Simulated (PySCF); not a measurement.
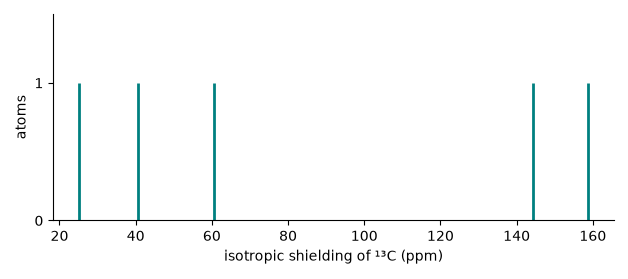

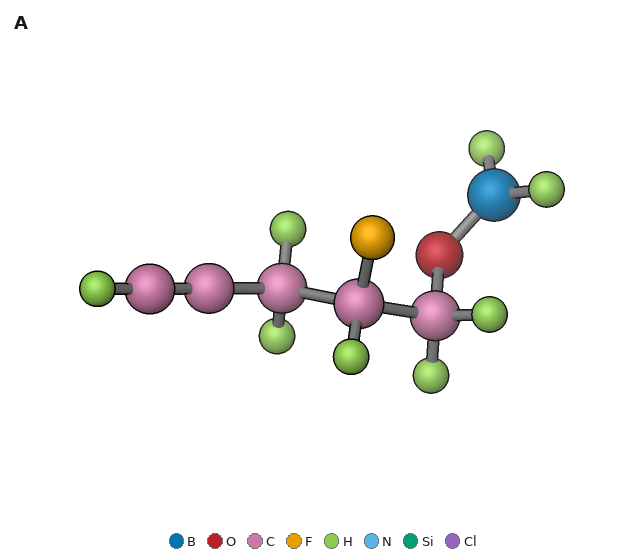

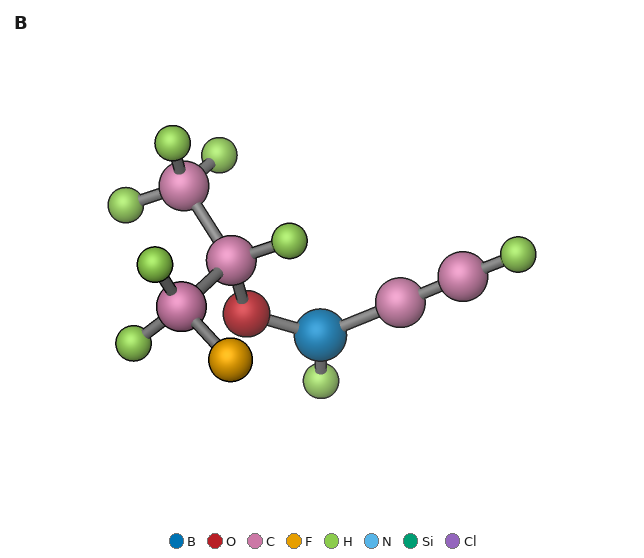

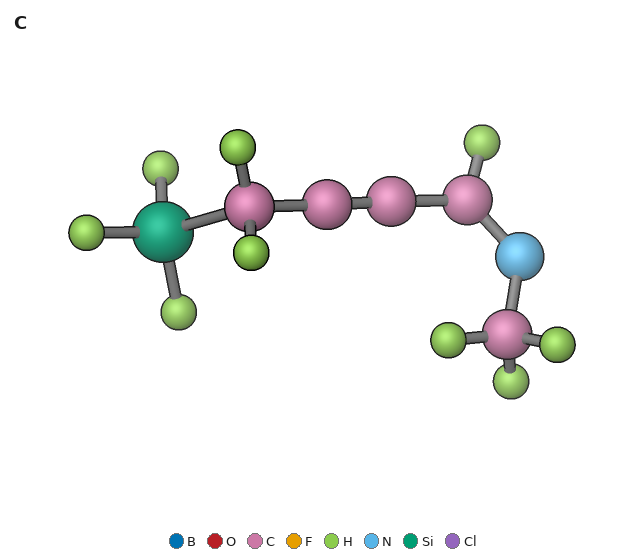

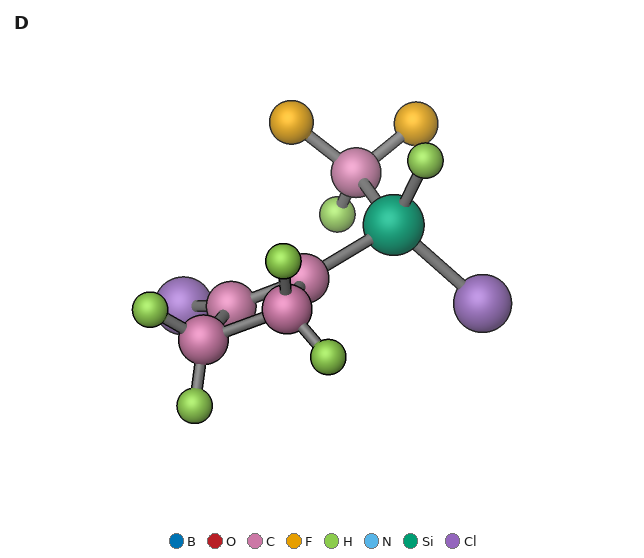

The sticks are computed shieldings of one of the molecules, for one fixed geometry (GFN2-xTB) without averaging over rotations. Low shielding means a high chemical shift. Method: GIAO PBE0/pcSseg-1 NMR shielding, non-relativistic, gas phase (PySCF 2.14.0).

Question: Match the spectrum to a structure.

Answer: D, `FC(F)[Si@H](Cl)C1=C(Cl)CC1`. Its 5 C atoms give lines at 25.0, 40.6, 60.5, 144.3, 158.8 ppm.

The geometry is semi-empirical. Around B, Si such bond lengths and angles can be off by a tenth of an ångström or more and by several degrees, and values that hang on the shape move with them.
